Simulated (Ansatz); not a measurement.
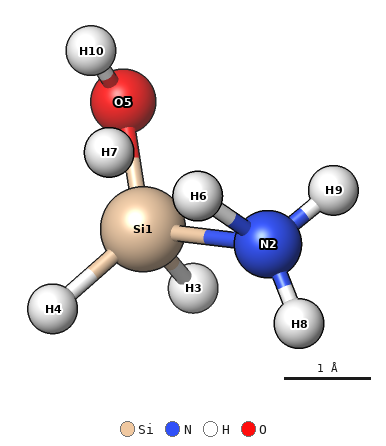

*The starting structure (ball-and-stick view, seen at a tilt; atoms are numbered from 1 in the order of the input).*

Saddle-point search, with input and output: SiNH7O

System: SiNH7O.
Method: RKS PBE0-D4/def2-TZVP (Ansatz 0.2.0).

The geometry is a guess of a transition state. The reaction was set up to form Si1–H7 and N2–H6 and to break Si1–N2 and H6–H7 (atoms counted from 1 in the order of the input); sticks are drawn by distance alone. Figures and captions count atoms from 1; the log counts them from 0 in places.

Input file
```yaml
crystal:
  periodic: [false, false, false]
  atoms:
    - {symbol: Si, position_ang: [-0.707299, -0.258251, -0.033690]}
    - {symbol: N, position_ang: [1.155708, -0.481723, 0.194156]}
    - {symbol: H, position_ang: [-1.007398, -1.563807, -0.720615]}
    - {symbol: H, position_ang: [-1.350351, -0.410186, 1.300707]}
    - {symbol: O, position_ang: [-1.190653, 0.769148, -1.250972]}
    - {symbol: H, position_ang: [0.934958, 0.583827, 0.697113]}
    - {symbol: H, position_ang: [0.042375, 1.342045, 0.765117]}
    - {symbol: H, position_ang: [1.496915, -1.304158, 0.696453]}
    - {symbol: H, position_ang: [1.683779, -0.362403, -0.671464]}
    - {symbol: H, position_ang: [-1.058236, 1.685410, -0.976806]}
basis:
  gaussian: {orbitals: def2-TZVP}
hamiltonian: {xc: pbe0, dispersion: d4}
saddle:
  f_tol: 0.01
  max_steps: 50
  order_check: false
  mode_guess:
    - [-0.1207, 0.2928, 0.0956]
    - [0.0536, 0.1125, 0.0663]
    - [0.0828, 0.1350, 0.0575]
    - [-0.0741, -0.0866, 0.0594]
    - [-0.1092, 0.0313, -0.1255]
    - [0.5411, -0.5573, -0.0701]
    - [-0.3833, -0.0675, -0.1396]
    - [0.0265, 0.0940, 0.0688]
    - [0.0003, 0.0457, 0.0179]
    - [-0.0171, 0.0002, -0.0301]
```

Machine: 2 CPU threads, shared host.

Log
```
Functional definition: PBE0
  name "PBE0"
  cite "Adamo & Barone, J. Chem. Phys. 110, 6158 (1999) doi:10.1063/1.478522"
  cite "Perdew, Burke & Ernzerhof, Phys. Rev. Lett. 77, 3865 (1996) doi:10.1103/PhysRevLett.77.3865"
  parent pbe
  parameter a = 0.25
  parameter kappa = 0.804
  parameter beta = 0.06672455060314922
  exchange = (1 - a)*pbe_x(kappa = kappa, mu = beta*pi^2/3) + a*exact_x
  correlation = pbe_c(beta = beta)
882 factors; their error is unknown
mean field evaluation 1: about -11514.6596 eV, gradient 6.9e1 eV
mean field evaluation 2: about -11503.3858 eV, gradient 1.0e2 eV
mean field evaluation 4: about -11522.4787 eV, gradient 5.9e0 eV
mean field evaluation 8: about -11522.5415 eV, gradient 2.9e-2 eV
mean field evaluation 16: about -11522.5749 eV, gradient 4.1e-5 eV
mean field -11522.57490865 eV, -423.4468176109 hartree, gradient 4.1e-5 eV, S^2 0.000000; 0 other end points of the search recorded, 0 dependent functions left out
the calculation of the forces begins
reference -11522.57493723 eV, -423.4468186615 hartree; 18, 18 occupied and 123, 123 virtual orbitals, 882 factors
these checks for a lower state are left out or cut short: stability, starts, cluster_reference, orbital_swaps, neighbouring_geometries, increment
882 factors; their error is unknown
mean field -11522.57523730 eV, -423.4468296887 hartree, gradient 1.2e-6 eV, S^2 0.000000; 0 other end points of the search recorded, 0 dependent functions left out
[... from here on the field's lines of each further geometry are left out, up to the last ...]
saddle step   1: F+E_penalty+E_count = -11522.71164014 eV  max|allowed force component| = 4.671e-1 eV/Å  curvature = -9.1652 eV/Å²  mode residual = 6.13e-1 eV/Å²  Δτ_max = 0.0000 Å  (1 rotations, 3 force calls, 70 SCF iters)  cluster: 3 rotations left out, max|force component along them| = 9.920e-8 eV/Å
saddle step   2: F+E_penalty+E_count = -11522.72239367 eV  max|allowed force component| = 2.232e-1 eV/Å  curvature = -8.8941 eV/Å²  mode residual = 3.96e-1 eV/Å²  Δτ_max = 0.0172 Å  (1 rotations, 3 force calls, 75 SCF iters)  cluster: 3 rotations left out, max|force component along them| = 4.825e-8 eV/Å
saddle step   3: F+E_penalty+E_count = -11522.72487288 eV  max|allowed force component| = 1.200e-1 eV/Å  curvature = -8.6806 eV/Å²  mode residual = 5.40e-1 eV/Å²  Δτ_max = 0.0151 Å  (1 rotations, 3 force calls, 74 SCF iters)  cluster: 3 rotations left out, max|force component along them| = 5.101e-8 eV/Å
saddle step   4: F+E_penalty+E_count = -11522.72496044 eV  max|allowed force component| = 7.486e-2 eV/Å  curvature = -8.6605 eV/Å²  mode residual = 2.55e-1 eV/Å²  Δτ_max = 0.0177 Å  (1 rotations, 3 force calls, 74 SCF iters)  cluster: 3 rotations left out, max|force component along them| = 4.949e-8 eV/Å
saddle step   5: F+E_penalty+E_count = -11522.72556492 eV  max|allowed force component| = 4.399e-2 eV/Å  curvature = -8.7274 eV/Å²  mode residual = 2.31e-1 eV/Å²  Δτ_max = 0.0075 Å  (1 rotations, 3 force calls, 74 SCF iters)  cluster: 3 rotations left out, max|force component along them| = 4.945e-8 eV/Å
saddle step   6: F+E_penalty+E_count = -11522.72563957 eV  max|allowed force component| = 2.987e-2 eV/Å  curvature = -8.7493 eV/Å²  mode residual = 1.74e-1 eV/Å²  Δτ_max = 0.0011 Å  (1 rotations, 3 force calls, 76 SCF iters)  cluster: 3 rotations left out, max|force component along them| = 4.967e-8 eV/Å
saddle step   7: F+E_penalty+E_count = -11522.72576824 eV  max|allowed force component| = 1.419e-2 eV/Å  curvature = -8.8181 eV/Å²  mode residual = 2.22e-1 eV/Å²  Δτ_max = 0.0039 Å  (1 rotations, 3 force calls, 75 SCF iters)  cluster: 3 rotations left out, max|force component along them| = 4.969e-8 eV/Å
saddle step   8: F+E_penalty+E_count = -11522.72580166 eV  max|allowed force component| = 1.162e-2 eV/Å  curvature = -8.8459 eV/Å²  mode residual = 1.58e-1 eV/Å²  Δτ_max = 0.0024 Å  (1 rotations, 3 force calls, 76 SCF iters)  cluster: 3 rotations left out, max|force component along them| = 4.975e-8 eV/Å
saddle step   9: F+E_penalty+E_count = -11522.72582699 eV  max|allowed force component| = 1.016e-2 eV/Å  curvature = -8.8642 eV/Å²  mode residual = 1.80e-1 eV/Å²  Δτ_max = 0.0030 Å  (1 rotations, 3 force calls, 76 SCF iters)  cluster: 3 rotations left out, max|force component along them| = 4.975e-8 eV/Å
saddle step  10: F+E_penalty+E_count = -11522.72584079 eV  max|allowed force component| = 8.779e-3 eV/Å  curvature = -8.8579 eV/Å²  mode residual = 1.03e-1 eV/Å²  Δτ_max = 0.0008 Å  (1 rotations, 6 force calls, 143 SCF iters)  cluster: 3 rotations left out, max|force component along them| = 4.967e-8 eV/Å
saddle step  11: F+E_penalty+E_count = -11522.72587986 eV  max|allowed force component| = 3.110e-3 eV/Å  curvature = -8.8460 eV/Å²  mode residual = 1.38e-1 eV/Å²  Δτ_max = 0.0052 Å  (1 rotations, 11 force calls, 252 SCF iters)  cluster: 3 rotations left out, max|force component along them| = 4.975e-8 eV/Å
the calculation of the forces begins
reference -11522.58898325 eV, -423.4473348430 hartree; 18, 18 occupied and 123, 123 virtual orbitals, 882 factors
882 factors; their error is unknown
mean field evaluation 384: about -11522.5889 eV, gradient 5.7e-5 eV
mean field -11522.58890932 eV, -423.4473321264 hartree, gradient 7.9e-5 eV, S^2 0.000000; 1 other end points of the search recorded, 0 dependent functions left out
the calculation of the forces begins
reference -11522.58893780 eV, -423.4473331727 hartree; 18, 18 occupied and 123, 123 virtual orbitals, 882 factors
saddle step  12: F+E_penalty+E_count = -11522.72589116 eV  max|allowed force component| = 2.584e-4 eV/Å  curvature = -9.0259 eV/Å² (error put at 0.0066; -9.0324 at half of saddle.amplitude)  mode residual = 1.32e-1 eV/Å²  Δτ_max = 0.0046 Å  (1 rotations, 7 force calls, 164 SCF iters)  cluster: 3 rotations left out, max|force component along them| = 5.004e-8 eV/Å
```

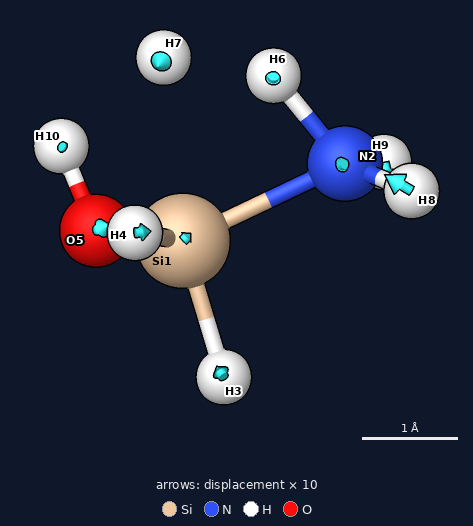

*The starting structure with the displacements as teal arrows, magnified 10 times (ball-and-stick view, seen at a tilt). The two geometries are laid on each other by the best rigid fit.*

The atom that moves furthest after the best rigid fit is H8 (0.035 Å). Largest moves by element: H 0.035 Å, O 0.023 Å, N 0.015 Å, Si 0.012 Å. Among the contacts that change: Si1–N2 1.890 → 1.870 Å, Si1–O5 1.665 → 1.646 Å, N2–H8 1.022 → 1.015 Å, N2–H6 1.199 → 1.191 Å. (Atoms are counted from 1 in the order of the input.)

```
Total energy: -11522.72591963 eV, -423.4523671624 hartree
Atom 0 at    -0.695214    -0.255508    -0.032164 Å, force     0.000052    -0.000078    -0.000038 eV/Å
Atom 1 at     1.149574    -0.475681     0.181996 Å, force    -0.000029     0.000258     0.000127 eV/Å
Atom 2 at    -1.006473    -1.546706    -0.725326 Å, force    -0.000000     0.000013     0.000007 eV/Å
Atom 3 at    -1.332952    -0.415988     1.295648 Å, force     0.000017     0.000059     0.000020 eV/Å
Atom 4 at    -1.177016     0.761053    -1.234346 Å, force     0.000031    -0.000042     0.000030 eV/Å
Atom 5 at     0.932475     0.583215     0.682587 Å, force    -0.000115    -0.000111    -0.000055 eV/Å
Atom 6 at     0.027617     1.329164     0.783852 Å, force     0.000089    -0.000142    -0.000101 eV/Å
Atom 7 at     1.478898    -1.277061     0.710097 Å, force    -0.000025     0.000017    -0.000093 eV/Å
Atom 8 at     1.677458    -0.383982    -0.678980 Å, force    -0.000022    -0.000032     0.000060 eV/Å
Atom 9 at    -1.054569     1.681397    -0.983365 Å, force     0.000002     0.000058     0.000044 eV/Å
Dipole moment:     0.657333    -0.206938     0.081688 e Å
```

Results in brief

```csv
quantity,value
outcome,converged
total energy,−11522.7259 eV
mean-field energy,−11522.5889 eV
dispersion energy,−0.1370 eV
largest force (length of the vector) at the end,under 0.001 eV/Å
dipole moment,3.33 D
wall time,82 s (CPU time 2.6 min)
peak memory,0.3 GiB
```

The order of the saddle point was not checked.
